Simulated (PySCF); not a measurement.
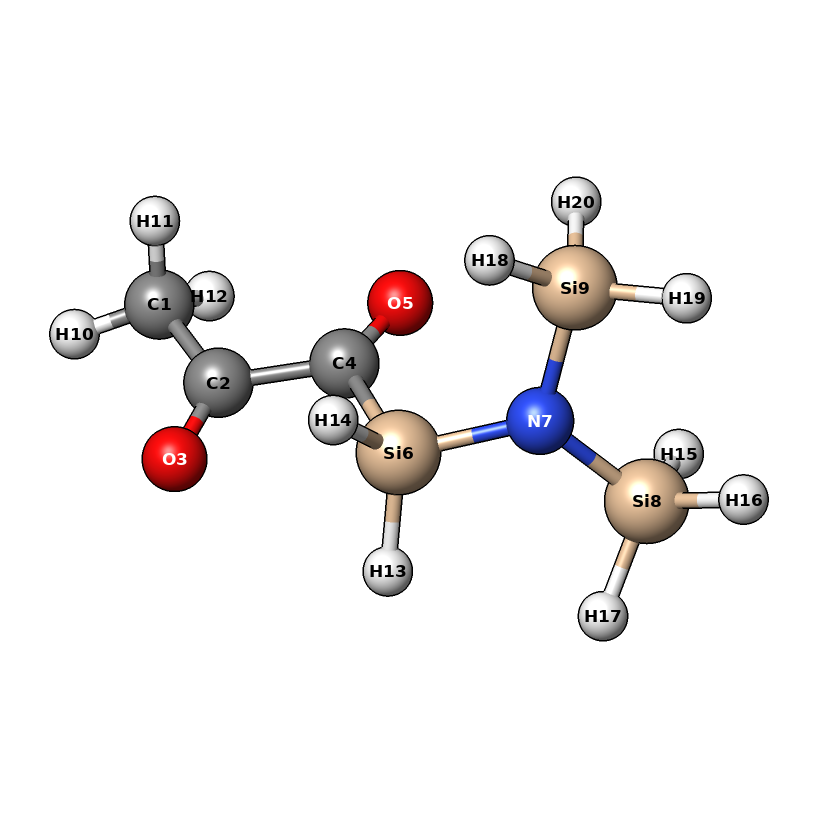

Every bond is drawn as one stick. Computed geometry: GFN2-xTB optimisation. No frequency run is at hand to confirm it as a minimum. Computed with PBE0/pcSseg-1 (PySCF 2.14.0).

List the Mayer bond orders of C1–C2, C2–O3, C2–C4, C4–O5, C4–Si6, Si6–N7, N7–Si8, N7–Si9 (bonds between heavy atoms, one of each equivalent set).

| bond | Mayer order | length (Å) |
| --- | --- | --- |
| C1–C2 | 1.01 | 1.493 |
| C2–O3 | 1.96 | 1.209 |
| C2–C4 | 0.81 | 1.524 |
| C4–O5 | 1.98 | 1.209 |
| C4–Si6 | 0.74 | 1.924 |
| Si6–N7 | 0.92 | 1.737 |
| N7–Si8 | 0.89 | 1.749 |
| N7–Si9 | 0.88 | 1.750 |

The geometry is semi-empirical. Around Si such bond lengths and angles can be off by a tenth of an ångström or more and by several degrees, and values that hang on the shape move with them.
